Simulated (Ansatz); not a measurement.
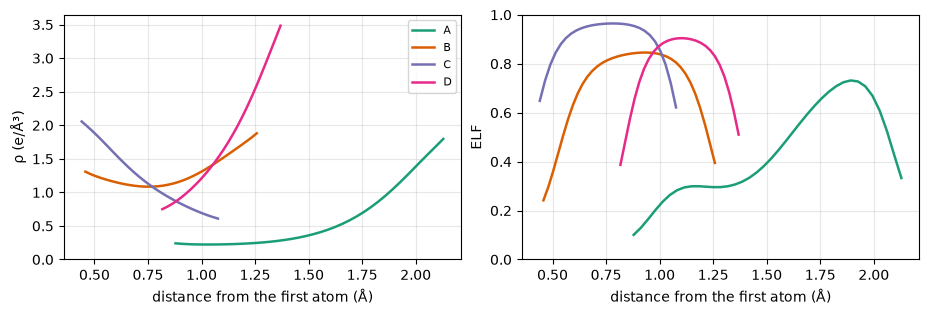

CH5AlClN. Electron density and electron localisation function along straight lines between neighbouring atoms. The curves leave out the atomic cores.

Geometry: PBE0-D4/def2-TZVP.

The calculation used Ansatz 0.2.0, RKS PBE0-D4/def2-TZVPP.

Input file:

```
crystal:
  periodic: [false, false, false]
  atoms:
    - {symbol: N, position_ang: [-0.111271, 1.745312, 0.337448]}
    - {symbol: Al, position_ang: [0.517875, 0.290699, -0.442227]}
    - {symbol: C, position_ang: [-0.454870, -1.392244, -0.213631]}
    - {symbol: Cl, position_ang: [0.724254, -1.937225, 1.074692]}
    - {symbol: H, position_ang: [-0.949132, 1.795988, 0.893331]}
    - {symbol: H, position_ang: [0.377014, 2.625541, 0.367076]}
    - {symbol: H, position_ang: [1.846627, 0.358500, -1.290256]}
    - {symbol: H, position_ang: [-1.438420, -1.385294, 0.252480]}
    - {symbol: H, position_ang: [-0.423578, -2.147577, -0.996112]}
basis:
  gaussian: {orbitals: def2-TZVPP}
hamiltonian: {xc: pbe0, dispersion: d4}
output: {orbitals: {seedname: orbitals}}
```

Launched as:

```sh
ansatz run in.yaml --threads 2 --pin off --events-out ev --progress --plain --max-ram 4352MiB
```

Question: Which curve belongs to which contact (Al–Cl, Al–N, C–Al and C–Cl)? The first atom named is at distance zero.

Answer: Curve A: Al–Cl (2.70 Å): ρ at the midpoint is about 0.28 e/Å³, with its minimum of 0.22 e/Å³ about 1.0 Å from Al; the ELF peaks at about 0.75 in the valence shell of Cl, 0.8 Å from its nucleus, and is about 0.30 at the midpoint. Curve B: C–Cl (1.83 Å): ρ at the midpoint is about 1.2 e/Å³; the ELF peaks at about 0.85 between the atoms (a covalent bond). Curve C: C–Al (1.96 Å): ρ at the midpoint is about 0.72 e/Å³; the ELF peaks at about 0.95 between the atoms; a shared but strongly polarised pair. Curve D: Al–N (1.77 Å): the density is about 0.87 e/Å³ at the midpoint; the ELF peaks at about 0.90 in the valence shell of N, 0.7 Å from its nucleus, and is about 0.65 at the midpoint.
